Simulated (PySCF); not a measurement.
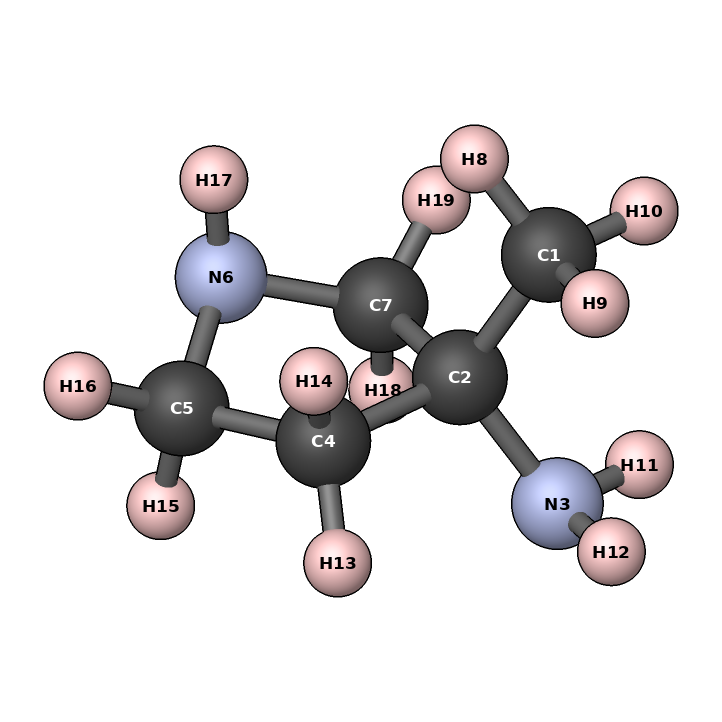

Every bond is drawn as one stick. Computed geometry: GFN2-xTB optimisation. No frequency run is at hand to confirm it as a minimum. Computed with PBE0/pcSseg-1 (PySCF 2.14.0).

List the Mayer bond orders of C1–C2, C2–N3, C2–C4, C2–C7, C4–C5, C5–N6, N6–C7 (bonds between heavy atoms, one of each equivalent set).

```json
{"bond": "C1–C2", "Mayer order": "1.01", "length (Å)": "1.536"}
{"bond": "C2–N3", "Mayer order": "1.02", "length (Å)": "1.456"}
{"bond": "C2–C4", "Mayer order": "0.96", "length (Å)": "1.546"}
{"bond": "C2–C7", "Mayer order": "0.95", "length (Å)": "1.555"}
{"bond": "C4–C5", "Mayer order": "1.03", "length (Å)": "1.541"}
{"bond": "C5–N6", "Mayer order": "1.01", "length (Å)": "1.455"}
{"bond": "N6–C7", "Mayer order": "1.03", "length (Å)": "1.452"}
```
